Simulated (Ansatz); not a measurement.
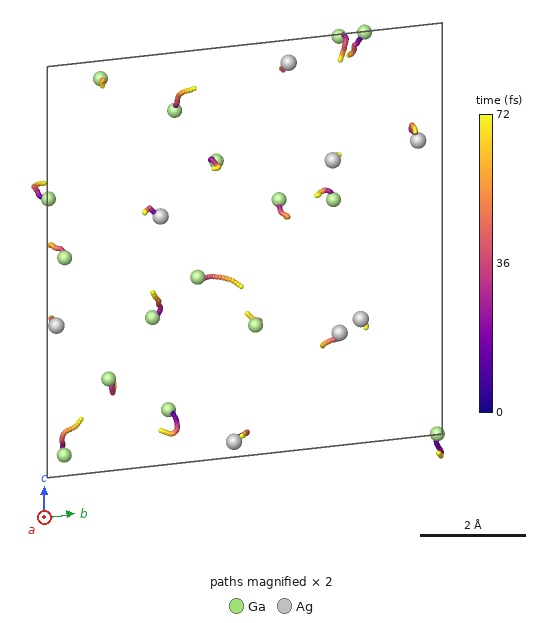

First-principles dynamics of an amorphous cell of composition Ga₂Ag (24 atoms in the cell), 72 fs long. Dots mark each atom's position at evenly spaced times, coloured by time; spheres stand at the starting positions. The excursions are magnified 2 times. Seen along the a axis in the simulation cell.

The calculation used DFT PBE, scalar-relativistic, plane waves, PAW in Ansatz. Run with plane-wave cutoff 320 eV; k-point mesh 1 × 1 × 1; Fermi-Dirac smearing 0.0862 eV; set temperature 1000 K; time step 3 fs.

Input
```yaml
crystal:
  lattice:
    - [7.715006, 0.051753, 0.062926]
    - [0.051753, 7.56481, 0.425621]
    - [0.062926, 0.425621, 7.826486]
  atoms:
    - { symbol: Ga, position: [0.4939907931, 0.2660762204, 0.3616464905] }
    - { symbol: Ga, position: [0.0394363583, 0.4274425825, 0.7252370238] }
    - { symbol: Ga, position: [0.4111290621, 0.7378903726, 0.9953862902] }
    - { symbol: Ga, position: [0.2116546814, 0.3804789054, 0.447435169] }
    - { symbol: Ga, position: [0.0101080228, 0.0024113101, 0.6782928307] }
    - { symbol: Ga, position: [0.0667959789, 0.1341726534, 0.9566809686] }
    - { symbol: Ga, position: [0.0455747272, 0.8027033159, 0.9986201355] }
    - { symbol: Ga, position: [0.8572135629, 0.724134813, 0.5995803158] }
    - { symbol: Ga, position: [0.2950493542, 0.0436217821, 0.5304840016] }
    - { symbol: Ga, position: [0.9410042037, 0.5268254247, 0.3151204453] }
    - { symbol: Ga, position: [0.7839527374, 0.987039606, 0.0020479941] }
    - { symbol: Ga, position: [0.237820224, 0.155104414, 0.2239365511] }
    - { symbol: Ga, position: [0.8424416387, 0.3063966467, 0.1331565286] }
    - { symbol: Ga, position: [0.5663925599, 0.5865340201, 0.6142075784] }
    - { symbol: Ga, position: [0.5048925774, 0.3219874432, 0.8594359481] }
    - { symbol: Ga, position: [0.4740863316, 0.0425496685, 0.0506068488] }
    - { symbol: Ag, position: [0.6451352096, 0.739602443, 0.273922207] }
    - { symbol: Ag, position: [0.2342359058, 0.7223041788, 0.6954571838] }
    - { symbol: Ag, position: [0.7567668455, 0.2862854674, 0.6052205567] }
    - { symbol: Ag, position: [0.7608640746, 0.6106482688, 0.9448179122] }
    - { symbol: Ag, position: [0.1847387761, 0.4723500457, 0.0373491112] }
    - { symbol: Ag, position: [0.2003559863, 0.7933330097, 0.3016969014] }
    - { symbol: Ag, position: [0.5964470762, 0.9383754744, 0.7204969292] }
    - { symbol: Ag, position: [0.8621370106, 0.0226765009, 0.3676765534] }
  symmetry: { detect: false }
basis:
  ecutwfc: 320
  xc_grid: 1
kpoints:
  mp_grid: { grid: [1, 1, 1], shift: [0.25, 0.25, 0.25] }
hamiltonian:
  xc: pbe
scf:
  occupations: { method: fermi_dirac, width: 0.0862 }
  lower_state_search: "off"
  convergence: { dr2_threshold: 1.0e-05 }
output:
  forces: true
  stress: true
md:
  timestep: 3.0
  n_steps: 24
  ensemble: nvt_langevin
  friction: 0.03
  temperature: 1000.0
  initial_velocities: maxwell_boltzmann
  seed: 70169
```

Command:
```bash
ansatz run input.yaml --threads 2 --pin off --max-ram 5120MiB --backend cpu --events-out ev --progress --plain --runs-dir out
```

> What do the traces tell about the motion?

Root-mean-square distances from the starting positions over the second half, with the common drift of all atoms taken out: Ga 0.22 Å, Ag 0.15 Å. The run lasts only 72 fs, too short to tell vibration from diffusion.

Limits of the set-up: the k-point mesh is coarse for a cell with partly filled bands; the cutoff lies below the recommended one; the periodic images lie only 7.6 Å apart, so the values are limited by the cell's size.
